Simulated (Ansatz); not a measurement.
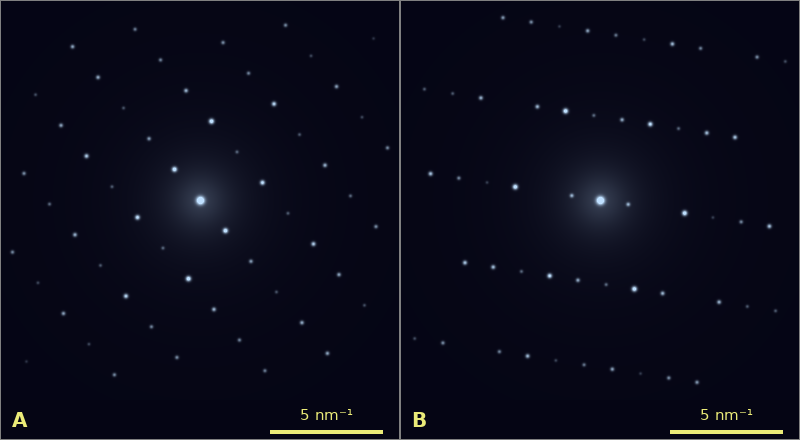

Kinematic electron diffraction patterns (300 kV, B = 0.5 Å², same scale, each along a low-index zone) of two structures of composition B3Se2, each relaxed at zero pressure with DFT PBE, scalar-relativistic, plane waves, PAW (Ansatz 0.2.0).

The structures (standard cells):
1. R-3c (No. 167), a = 4.336 Å, c = 33.438 Å (hexagonal axes), 30 atoms; generated start, possibly hypothetical
2. R-3m (No. 166), a = 3.105 Å, c = 23.334 Å (hexagonal axes), 15 atoms; generated start, possibly hypothetical

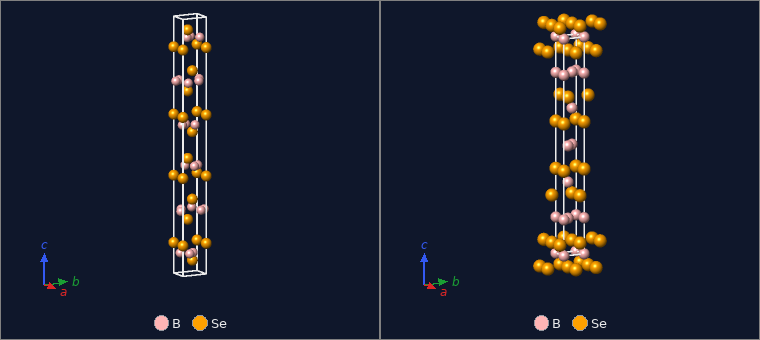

Drawings of the structures 1 to 2, from left to right (each may span several cells).

**Which pattern belongs to which structure, and along which zone?**

A is structure 1 along [100] or an equivalent direction: oblique net of 0 0 6 at d = 5.57 Å and 0 1 2 at d = 3.66 Å, 77.3° apart (some points of this net are extinct or too weak to see). B is structure 2 along [100] or an equivalent direction: oblique net of 0 0 3 at d = 7.78 Å and 0 -1 1 at d = 2.67 Å, 83.4° apart (some points of this net are extinct or too weak to see).

**Rank the structures by their computed energy.**

Structure 1 (R-3c, 18.15 Å³ an atom) is the lowest of these; structure 2 (R-3m, 12.99 Å³ an atom) lies about 110 meV an atom higher. These are static energies at 0 K; other structures, not shown, may lie lower still.
